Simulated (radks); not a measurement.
# Ionising gallium step by step, Ga¹⁶⁺ to Ga³⁰⁺

Aim: the successive ionisation energies of gallium, each ion in the ground configuration that NIST lists, set against the tabulated values. Each value is a difference of total energies (Δ-SCF).

Method: Dirac Kohn-Sham, PBE, spin-unpolarised, spherical densities, finite nucleus; open shells fill j = l - 1/2 first. Code: radks (a radial shooting solver on a logarithmic mesh, Libxc functionals) version 1.

## (1) Starting point

```
element             : gallium (Z = 31)
charges             : 16 to 30
first configuration : [Ne] 3s2 3p3
last configuration  : 1s1
```

In the logs a row gives level, spin channel, occupation and eigenvalue; Etot, Ekin, Encl (electron-nucleus), Eh (Hartree) and Exc are energies, all in hartree; err is the last residual, it the number of iterations.

## (2) Ga¹⁶⁺, [Ne] 3s2 3p3

The run's settings:

```text
Z 31
configuration [Ne] 3s2 3p3
relativity Dirac
functional pbe,pbe
spin unpolarised
j_filling energy
nucleus finite rms 3.9973 fm
c 137.035999084
```

The program printed:

```text
1s1/2   1   2.0000        -397.34719345
2s1/2   1   2.0000         -67.48165356
2p1/2   1   2.0000         -62.28948197
2p3/2   1   4.0000         -61.25770538
3s1/2   1   2.0000         -22.91696896
3p1/2   1   2.0000         -21.20706332
3p3/2   1   1.0000         -20.99616907
Etot -1812.4070046913505
Ekin 1852.177288858905
Encl -4028.0681194925014
Eh 420.7746527844419
Exc -57.29082684219625
err 4.074160158903362e-09
it 13
```

The top filled level is 3p3/2, -571.33 eV.

From the orbitals of this run (lengths in bohr):

```csv
level,occupation,energy (eV),<r>,outermost maximum (interpolated),90 % within,nodes
1s1/2,2,-10812.4,0.04860,0.0318,0.0869,0
2s1/2,2,-1836.3,0.2156,0.182,0.333,1
2p1/2,2,-1695.0,0.1864,0.144,0.304,0
2p3/2,4,-1666.9,0.1898,0.147,0.309,0
3s1/2,2,-623.60,0.5585,0.519,0.813,2
3p1/2,2,-577.07,0.5471,0.503,0.812,1
3p3/2,1,-571.33,0.5527,0.509,0.820,1
```

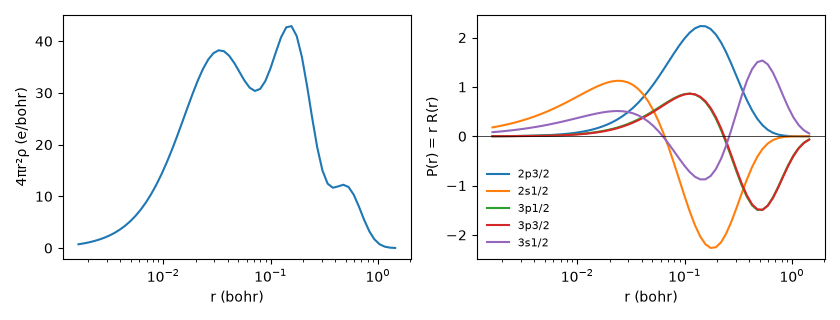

Left: shells in the radial density. Right: radial functions of the outer levels.

## (3) Ga¹⁷⁺, [Ne] 3s2 3p2

Input: that of step 2 with these lines changed.

```diff
@@ -1,3 +1,3 @@
 Z 31
-configuration [Ne] 3s2 3p3
+configuration [Ne] 3s2 3p2
 relativity Dirac
```

The program printed:

```text
1s1/2   1   2.0000        -399.57598033
2s1/2   1   2.0000         -69.45251099
2p1/2   1   2.0000         -64.30209076
2p3/2   1   4.0000         -63.26546142
3s1/2   1   2.0000         -24.40838001
3p1/2   1   2.0000         -22.71770101
3p3/2   1   0.0000         -22.49931551
Etot -1790.6610810887328
Ekin 1830.4629908084373
Encl -3958.508003623659
Eh 393.0498813763081
Exc -55.66594964981937
err 4.394196912230827e-09
it 13
```

Ionisation energy of Ga¹⁶⁺: 591.74 eV. Highest occupied level: 3p1/2 at -618.18 eV.

## (4) Ga¹⁸⁺, [Ne] 3s2 3p1

Input: that of step 3 with these lines changed.

```diff
@@ -1,3 +1,3 @@
 Z 31
-configuration [Ne] 3s2 3p2
+configuration [Ne] 3s2 3p1
 relativity Dirac
```

The program printed:

```text
1s1/2   1   2.0000        -401.90075916
2s1/2   1   2.0000         -71.48856504
2p1/2   1   2.0000         -66.38382583
2p3/2   1   4.0000         -65.34184547
3s1/2   1   2.0000         -25.92373178
3p1/2   1   1.0000         -24.25599185
3p3/2   1   0.0000         -24.02980495
Etot -1767.1757096789977
Ekin 1806.5350052123204
Encl -3885.6643152386623
Eh 366.0121209312615
Exc -54.058520583917186
err 3.274124815442273e-09
it 14
```

Ionisation energy of Ga¹⁷⁺: 639.07 eV. Highest occupied level: 3p1/2 at -660.04 eV.

## (5) Ga¹⁹⁺, [Ne] 3s2

Input: that of step 4 with these lines changed.

```diff
@@ -1,3 +1,3 @@
 Z 31
-configuration [Ne] 3s2 3p1
+configuration [Ne] 3s2 3p0 4s0
 relativity Dirac
```

The program printed:

```text
1s1/2   1   2.0000        -404.29388244
2s1/2   1   2.0000         -73.57234353
2p1/2   1   2.0000         -68.51683415
2p3/2   1   4.0000         -67.46911164
3s1/2   1   2.0000         -27.44963769
3p1/2   1   0.0000         -25.80886610
3p3/2   1   0.0000         -25.57457317
4s1/2   1   0.0000         -14.17836062
Etot -1742.1442216788826
Ekin 1781.0174918041316
Encl -3810.622127949634
Eh 339.96539967049307
Exc -52.50498520387329
err 3.9749884570115705e-09
it 14
```

E(Ga¹⁹⁺) − E(Ga¹⁸⁺) = 681.14 eV. Highest occupied level: 3s1/2 at -746.94 eV.

## (6) Ga²⁰⁺, [Ne] 3s1

Input: that of step 5 with these lines changed.

```diff
@@ -1,3 +1,3 @@
 Z 31
-configuration [Ne] 3s2 3p0 4s0
+configuration [Ne] 3s1
 relativity Dirac
```

The program printed:

```text
1s1/2   1   2.0000        -406.63384542
2s1/2   1   2.0000         -75.63060229
2p1/2   1   2.0000         -70.61676691
2p3/2   1   4.0000         -69.56397210
3s1/2   1   1.0000         -28.94825225
Etot -1713.9451652385744
Ekin 1752.1945164255183
Encl -3730.995015501446
Eh 315.90011898470647
Exc -51.04478514735335
err 3.1798514217782498e-09
it 13
```

Removing an electron from Ga¹⁹⁺ costs 767.34 eV. 3s1/2 is the highest filled level (-787.72 eV).

## (7) Ga²¹⁺, [Ne]

Input: that of step 6 with these lines changed.

```diff
@@ -1,3 +1,3 @@
 Z 31
-configuration [Ne] 3s1
+configuration [Ne]
 relativity Dirac
```

The program printed:

```text
1s1/2   1   2.0000        -409.02448998
2s1/2   1   2.0000         -77.71843690
2p1/2   1   2.0000         -72.75110980
2p3/2   1   4.0000         -71.69270735
Etot -1684.240547774375
Ekin 1721.8070814431935
Encl -3649.387453866837
Eh 293.0452419861815
Exc -49.70541733691307
err 2.491166318041477e-09
it 13
```

Removing an electron from Ga²⁰⁺ costs 808.30 eV. Highest occupied level: 2p3/2 at -1950.9 eV.

## (8) Ga²²⁺, [He] 2s2 2p5

Input: that of step 7 with these lines changed.

```diff
@@ -1,3 +1,3 @@
 Z 31
-configuration [Ne]
+configuration [He] 2s2 2p5 3s0 3p0
 relativity Dirac
```

The program printed:

```text
1s1/2   1   2.0000        -415.02898903
2s1/2   1   2.0000         -81.87085487
2p1/2   1   2.0000         -77.25678353
2p3/2   1   3.0000         -76.16183882
3s1/2   1   0.0000         -32.57196285
3p1/2   1   0.0000         -31.09342841
3p3/2   1   0.0000         -30.82237014
Etot -1610.3209001103828
Ekin 1647.9145930350942
Encl -3459.5635856681542
Eh 246.71950931290255
Exc -45.39141679022524
err 2.2455500560635883e-09
it 13
```

Ionisation energy of Ga²¹⁺: 2011.5 eV. Highest occupied level: 2p3/2 at -2072.5 eV.

## (9) Ga²³⁺, [He] 2s2 2p4

Input: that of step 8 with these lines changed.

```diff
@@ -1,3 +1,3 @@
 Z 31
-configuration [He] 2s2 2p5 3s0 3p0
+configuration [He] 2s2 2p4
 relativity Dirac
```

The program printed:

```text
1s1/2   1   2.0000        -421.19314258
2s1/2   1   2.0000         -86.09342961
2p1/2   1   2.0000         -81.85239963
2p3/2   1   2.0000         -80.71990280
Etot -1531.8872082145715
Ekin 1569.4794898804103
Encl -3264.255995610396
Eh 204.02201559675655
Exc -41.13271808134226
err 2.536771367766356e-09
it 13
```

Removing an electron from Ga²²⁺ costs 2134.3 eV. 2p3/2 is the highest filled level (-2196.5 eV).

## (10) Ga²⁴⁺, [He] 2s2 2p3

Input: that of step 9 with these lines changed.

```diff
@@ -1,3 +1,3 @@
 Z 31
-configuration [He] 2s2 2p4
+configuration [He] 2s2 2p3
 relativity Dirac
```

The program printed:

```text
1s1/2   1   2.0000        -427.51377658
2s1/2   1   2.0000         -90.38061878
2p1/2   1   2.0000         -86.53164004
2p3/2   1   1.0000         -85.36058463
Etot -1448.8535269360254
Ekin 1486.4130020700445
Encl -3063.48827455486
Eh 165.18112136013892
Exc -36.959375811348934
err 4.432471385459558e-10
it 13
```

Ionisation energy of Ga²³⁺: 2259.5 eV. The top filled level is 2p3/2, -2322.8 eV.

## (11) Ga²⁵⁺, [He] 2s2 2p2

Input: that of step 10 with these lines changed.

```diff
@@ -1,3 +1,3 @@
 Z 31
-configuration [He] 2s2 2p3
+configuration [He] 2s2 2p2
 relativity Dirac
```

The program printed:

```text
1s1/2   1   2.0000        -433.98659659
2s1/2   1   2.0000         -94.72452594
2p1/2   1   2.0000         -91.28556359
2p3/2   1   0.0000         -90.07494872
Etot -1361.1414323636818
Ekin 1398.6335079501505
Encl -2857.2896642229784
Eh 130.4233879895409
Exc -32.90866408039486
err 3.547230547469583e-10
it 13
```

E(Ga²⁵⁺) − E(Ga²⁴⁺) = 2386.8 eV. Highest occupied level: 2p1/2 at -2484.0 eV.

## (12) Ga²⁶⁺, [He] 2s2 2p1

Input: that of step 11 with these lines changed.

```diff
@@ -1,3 +1,3 @@
 Z 31
-configuration [He] 2s2 2p2
+configuration [He] 2s2 2p1 3s0 3p0
 relativity Dirac
```

The program printed:

```text
1s1/2   1   2.0000        -440.73345715
2s1/2   1   2.0000         -99.14698766
2p1/2   1   1.0000         -96.14324265
2p3/2   1   0.0000         -94.89091138
3s1/2   1   0.0000         -41.75640069
3p1/2   1   0.0000         -40.79467456
3p3/2   1   0.0000         -40.44641026
Etot -1267.4316254768373
Ekin 1302.2404083746287
Encl -2640.304075562447
Eh 99.58506381182328
Exc -28.953022100842425
err 3.259972141183842e-10
it 13
```

E(Ga²⁶⁺) − E(Ga²⁵⁺) = 2550.0 eV. The top filled level is 2p1/2, -2616.2 eV.

## (13) Ga²⁷⁺, [He] 2s2

Input: that of step 12 with these lines changed.

```diff
@@ -1,3 +1,3 @@
 Z 31
-configuration [He] 2s2 2p1 3s0 3p0
+configuration [He] 2s2
 relativity Dirac
```

The program printed:

```text
1s1/2   1   2.0000        -447.61931542
2s1/2   1   2.0000        -103.59958100
Etot -1168.840141967557
Ekin 1200.7468084721556
Encl -2417.7035557130353
Eh 73.34908850395232
Exc -25.232483230629597
err 3.6559393698215603e-10
it 13
```

Removing an electron from Ga²⁶⁺ costs 2682.8 eV. The top filled level is 2s1/2, -2819.1 eV.

## (14) Ga²⁸⁺, [He] 2s1

Input: that of step 13 with these lines changed.

```diff
@@ -1,3 +1,3 @@
 Z 31
-configuration [He] 2s2
+configuration [He] 2s1
 relativity Dirac
```

The program printed:

```text
1s1/2   1   2.0000        -453.76616418
2s1/2   1   1.0000        -107.62603488
Etot -1063.2172023051135
Ekin 1091.8263923371414
Encl -2187.142711583695
Eh 54.04047397389981
Exc -21.941357032459727
err 2.839073355636562e-10
it 13
```

Ionisation energy of Ga²⁷⁺: 2874.1 eV. 2s1/2 is the highest filled level (-2928.7 eV).

## (15) Ga²⁹⁺, [He]

Input: that of step 14 with these lines changed.

```diff
@@ -1,3 +1,3 @@
 Z 31
-configuration [He] 2s1
+configuration [He]
 relativity Dirac
```

The program printed:

```text
1s1/2   1   2.0000        -459.95252466
Etot -953.6562731258542
Ekin 978.783050641804
Encl -1952.2624105687719
Eh 39.01445959289332
Exc -19.191372791779692
err 5.123207750310456e-10
it 13
```

E(Ga²⁹⁺) − E(Ga²⁸⁺) = 2981.3 eV. Highest occupied level: 1s1/2 at -12515.9 eV.

## (16) Ga³⁰⁺, 1s1

Input: that of step 15 with these lines changed.

```diff
@@ -1,3 +1,3 @@
 Z 31
-configuration [He]
+configuration 1s1
 relativity Dirac
```

The program printed:

```text
1s1/2   1   1.0000        -477.25588392
Etot -484.99389655847756
Ekin 497.8862562724219
Encl -984.6876937229752
Eh 9.850408290612203
Exc -8.042867398536554
err 1.056518218225658e-09
it 13
```

E(Ga³⁰⁺) − E(Ga²⁹⁺) = 12753.0 eV. 1s1/2 is the highest filled level (-12986.8 eV).

## (17) Summary of results

```csv
species,configuration,Δ-SCF (eV),−ε(HOMO) (eV),NIST (eV),error (%)
Ga¹⁶⁺,[Ne] 3s2 3p3,591.74,571.33,600 (semi-emp.),-1.3
Ga¹⁷⁺,[Ne] 3s2 3p2,639.07,618.18,640 (semi-emp.),-0.1
Ga¹⁸⁺,[Ne] 3s2 3p1,681.14,660.04,677 (semi-emp.),+0.6
Ga¹⁹⁺,[Ne] 3s2,767.34,746.94,766 (semi-emp.),+0.2
Ga²⁰⁺,[Ne] 3s1,808.30,787.72,807.31 (semi-emp.),+0.1
Ga²¹⁺,[Ne],2011.5,1950.9,2010 (semi-emp.),+0.1
Ga²²⁺,[He] 2s2 2p5,2134.3,2072.5,2129 (semi-emp.),+0.2
Ga²³⁺,[He] 2s2 2p4,2259.5,2196.5,2258 (semi-emp.),+0.1
Ga²⁴⁺,[He] 2s2 2p3,2386.8,2322.8,2391 (semi-emp.),-0.2
Ga²⁵⁺,[He] 2s2 2p2,2550.0,2484.0,2544 (semi-emp.),+0.2
Ga²⁶⁺,[He] 2s2 2p1,2682.8,2616.2,2683 (semi-emp.),-0.0
Ga²⁷⁺,[He] 2s2,2874.1,2819.1,2868 (semi-emp.),+0.2
Ga²⁸⁺,[He] 2s1,2981.3,2928.7,2984.4 (theory),-0.1
Ga²⁹⁺,[He],12753.0,12515.9,12696.6 (theory),+0.4
Ga³⁰⁺,1s1,13197.4,12986.8,13239.5 (theory),-0.3
```

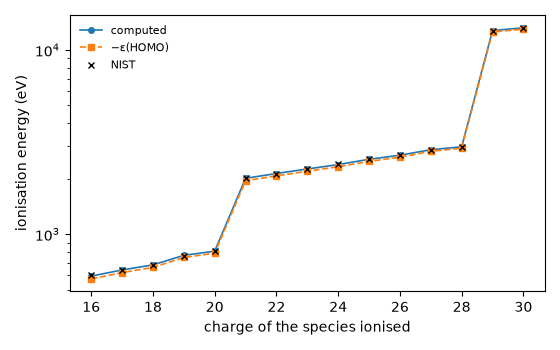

Ionisation energy against charge, on a logarithmic scale.

Reference values: NIST Atomic Spectra Database (exp. measured, semi-emp. semi-empirical, theory a theoretical value adopted there). The steepest step, after dividing by the final charge, comes at Ga²⁹⁺ in [He], where the value goes from 2981.3 to 12753.0 eV. There the highest level belongs to another shell. The Δ-SCF values miss the measured or semi-empirical entries by +0.0 % in the signed mean; the largest miss is -1.3 % (Ga¹⁶⁺). Minus the highest eigenvalue gives 97 to 98 % of the Δ-SCF value along the ladder. Spin polarisation and multiplet splitting are left out, so open shells lie too high by an amount that depends on their filling.
